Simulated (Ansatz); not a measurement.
**How far to go with the k-point mesh at a smearing width of 0.05 eV: Cu (Fm-3m, 1 atom in the cell)**

```
Cu
1.0
    0.00000     1.81042     1.81042
    1.81042     0.00000     1.81042
    1.81042     1.81042     0.00000
Cu
1
Direct
  0.00000   0.00000   0.00000
```

Level of theory: PBE (plane waves, PAW; Ansatz, a first-principles code).

Base settings: basis.ecutwfc = 30.9 Ry; kpoints.mp_grid.grid = 16 16 16; hamiltonian.xc = pbe; hamiltonian.pseudopotentials = {kind: paw} (the program's default PAW files); scf.occupations.method = gaussian; scf.occupations.width = 0.0073 Ry.

In this ladder: scf.occupations.width = 0.0037 Ry.

The second cell is the first with its lattice scaled by 0.98.

Only quantities that move along the ladder and can be compared are tabulated.

The count of work is k-points × plane waves × bands × iterations; it is no time. 

The starting cell has typed, rounded lattice constants, without a prior relaxation at this level. Its lattice was rescaled by up to half a per cent. Spin polarisation is off. Ansatz's pressure includes its estimate of the finite-basis (Pulay) stress.

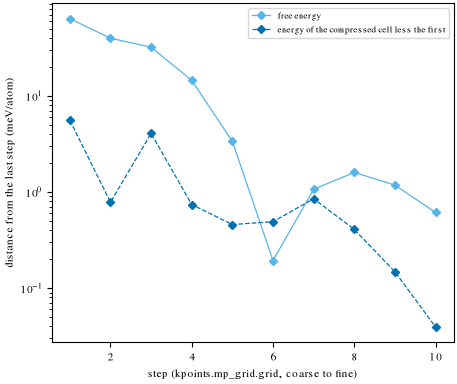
Distance from the last step along the ladder; very small values are drawn at a floor.

```tsv
kpoints.mp_grid.grid	free energy less the last step's (meV/atom)	energy of the compressed cell less the first (meV/atom)	pressure (GPa)	count of work / last
6 6 6	63.51	31.27	2.20	0.012
7 7 7	-39.79	24.91	0.88	0.015
8 8 8	32.04	29.76	1.89	0.022
10 10 10	14.51	26.43	1.30	0.035
12 12 12	3.36	25.23	0.93	0.054
14 14 14	-0.19	26.18	1.12	0.078
17 17 17	1.07	24.84	0.84	0.12
21 21 21	1.60	25.28	0.95	0.22
25 25 25	1.18	25.54	1.02	0.34
30 30 30	-0.61	25.65	1.02	0.57
37 37 37	0.00	25.69	1.05	1.0
```

Coarsest kpoints.mp_grid.grid that holds the pressure within 1 GPa of the last step, with all finer ones: 7 7 7, at 0.015 of the last step's count of work; the step before is off by 1.2 GPa.

Coarsest kpoints.mp_grid.grid that holds the energy of the compressed cell less the first within 2 meV/atom of the last step, with all finer ones: 10 10 10, at 0.035 of the last step's count of work; the step before is off by 4.1 meV/atom.

Coarsest kpoints.mp_grid.grid that holds the free energy within 2 meV/atom of the last step, with all finer ones: 14 14 14, at 0.078 of the last step's count of work; the step before is off by 3.4 meV/atom.

The energy difference between the two cells stays within 1 meV/atom of the last step's from 10 10 10 on, the total only from 30 30 30 on: much of the error is common to both cells and cancels.

Keys are those of Ansatz 0.2.
